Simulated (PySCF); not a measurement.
Consider MgIn (doublet).

```
atom   x (Å)   y (Å)    z (Å)
  Mg  0.0000  0.0000  -2.5101
  In  0.0000  0.0000   0.5239
```

Core potentials replace the inner electrons of In.

The calculation used PBE0/def2-SVP, non-relativistic Hamiltonian with scalar-relativistic core potentials where named, at a bond length of 3.034 Å (PySCF 2.14.0).

### What can the converged electron density, electron localisation function and spin density tell about the bonding?

Mg–In (3.03 Å): the density is about 0.14 e/Å³ at the midpoint, with its minimum of 0.13 e/Å³ about 1.2 Å from Mg; the ELF is about 0.40 at the midpoint.
The unpaired spin (1 electron) lies mostly on In2 (about 0.9) and Mg1 (about 0.1), in electrons by Hirshfeld's partition.

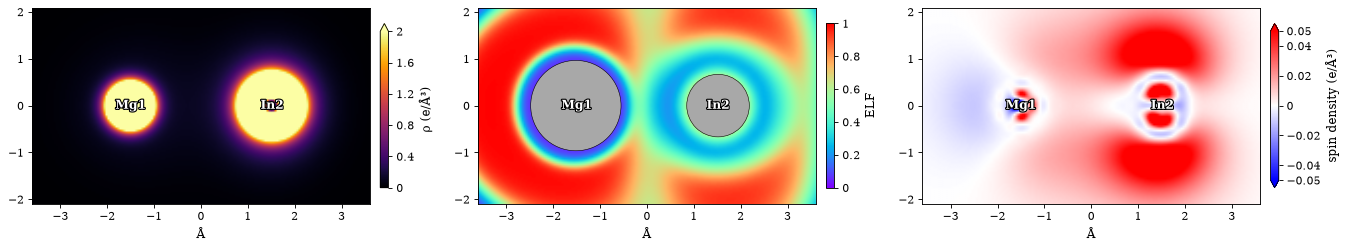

Computed electron density, electron localisation function and spin density on a plane that holds the molecular axis, in this order. Grey discs cover the atomic cores in the ELF map. 
